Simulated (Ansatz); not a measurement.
**What a change does: single-point calculation on C$_{3}$H$_{9}$P**

System: C$_{3}$H$_{9}$P, SMILES CP(C)C.
Method of run A: RKS PBE-QIDH (frozen core)/def2-TZVPP (Ansatz 0.2.0).

The geometry comes from this level: PBE0-D4/def2-TZVP. Text and figures count atoms from 1; the logs count them from 0 in places.

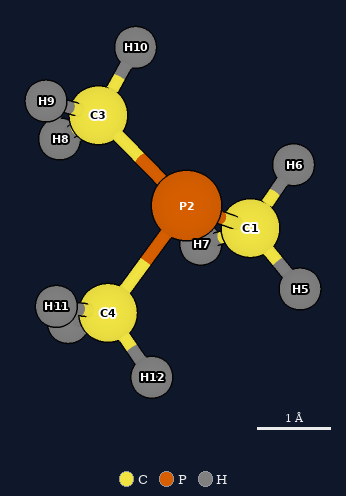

**Figure 1.** The structure (ball-and-stick view, seen at a tilt; atoms are numbered from 1 in the order of the input). Bond lengths as drawn: C–H 1.09 Å and C–P 1.84 Å.

### The input, run A
```yaml
crystal:
  periodic: [false, false, false]
  atoms:
    - {symbol: C, position_ang: [-0.508017, 1.424414, -0.580288]}
    - {symbol: P, position_ang: [0.643800, -0.007311, -0.657706]}
    - {symbol: C, position_ang: [1.189832, -0.046877, 1.098088]}
    - {symbol: C, position_ang: [-0.581146, -1.378680, -0.620638]}
    - {symbol: H, position_ang: [-1.047750, 1.510229, -1.525888]}
    - {symbol: H, position_ang: [0.063035, 2.344839, -0.440398]}
    - {symbol: H, position_ang: [-1.233065, 1.330447, 0.234016]}
    - {symbol: H, position_ang: [0.346668, -0.031638, 1.795553]}
    - {symbol: H, position_ang: [1.779599, -0.948658, 1.276459]}
    - {symbol: H, position_ang: [1.831356, 0.813573, 1.300334]}
    - {symbol: H, position_ang: [-0.058752, -2.332003, -0.515215]}
    - {symbol: H, position_ang: [-1.128953, -1.404102, -1.565154]}
    - {symbol: H, position_ang: [-1.296609, -1.274233, 0.200837]}
basis:
  gaussian: {orbitals: def2-TZVPP}
hamiltonian: {xc: {name: PBE-QIDH}}
```

Command:
```bash
ansatz run in.yaml --threads 4 --pin off --events-out ev --progress --plain --max-ram 10444MiB
```

Hardware: 4 threads of Arm Neoverse V2, 23 GiB of memory available, shared host.

### Output (run A)
```
Functional definition: PBE-QIDH
  parameter a = 3^(-1/3)
  parameter c = 1/3
  exchange = (1 - a)*pbe_x + a*exact_x
  correlation = (1 - c)*pbe_c + c*(mp2_os + mp2_ss)
1489 factors; integrals over basis functions are off by at most 1.1e-3 eV
mean field evaluation 1: about -12526.1422 eV, gradient 4.5e1 eV
mean field evaluation 2: about -12526.3362 eV, gradient 4.6e1 eV
mean field evaluation 4: about -12531.1488 eV, gradient 2.7e0 eV
mean field evaluation 8: about -12531.1778 eV, gradient 1.3e-1 eV
mean field evaluation 16: about -12531.1779 eV, gradient 7.9e-5 eV
mean field -12531.17788331 eV, -460.5122932741 hartree, gradient 3.9e-6 eV, S^2 0.000000; 0 other end points of the search recorded, 0 dependent functions left out
8 core orbitals not correlated: weight in the atoms' cores, before any rotation towards them, 1.000 or more for the frozen orbitals, at most 0.000 for the correlated occupied ones
reference -12531.17789636 eV, -460.5122937537 hartree; 13, 13 occupied and 240, 240 virtual orbitals, 1489 factors
second order -21.38087190 eV of doubles, -0.00000000 eV of singles
Total energy: -12538.30485366 eV, -460.7742046036 hartree
```

The input of run B differs as follows (lines with − go, lines with + come):
```diff
-hamiltonian: {xc: {name: PBE-QIDH}}
+hamiltonian: {xc: {name: B2PLYP}}
```

How does run B compare with run A?

The total energies belong to different methods, so their difference says nothing on which is more stable or more accurate. The functional changes from PBE-QIDH to B2PLYP.

### Output (run B)
```
Functional definition: B2PLYP
  parameter a = 0.53
  parameter c = 0.27
  exchange = (1 - a)*b88_x + a*exact_x
  correlation = (1 - c)*lyp_c + c*(mp2_os + mp2_ss)
1489 factors; integrals over basis functions are off by at most 1.1e-3 eV
mean field evaluation 1: about -12528.3715 eV, gradient 5.7e1 eV
mean field evaluation 2: about -12528.5216 eV, gradient 5.7e1 eV
mean field evaluation 4: about -12535.7302 eV, gradient 3.3e0 eV
mean field evaluation 8: about -12535.7613 eV, gradient 1.6e-1 eV
mean field evaluation 16: about -12535.7614 eV, gradient 2.9e-5 eV
mean field -12535.76136521 eV, -460.6807331271 hartree, gradient 9.3e-6 eV, S^2 0.000000; 0 other end points of the search recorded, 0 dependent functions left out
8 core orbitals not correlated: weight in the atoms' cores, before any rotation towards them, 1.000 or more for the frozen orbitals, at most 0.000 for the correlated occupied ones
reference -12535.76154693 eV, -460.6807398054 hartree; 13, 13 occupied and 240, 240 virtual orbitals, 1489 factors
second order -23.00376180 eV of doubles, -0.00000000 eV of singles
Total energy: -12541.97256262 eV, -460.9089904219 hartree
```

### The two runs side by side

```csv
quantity,run A,run B
outcome,converged,converged
total energy (hartree),−460.774205,−460.908990
basis functions,261,261
wall time (shared host),4.9 s,4.8 s
```
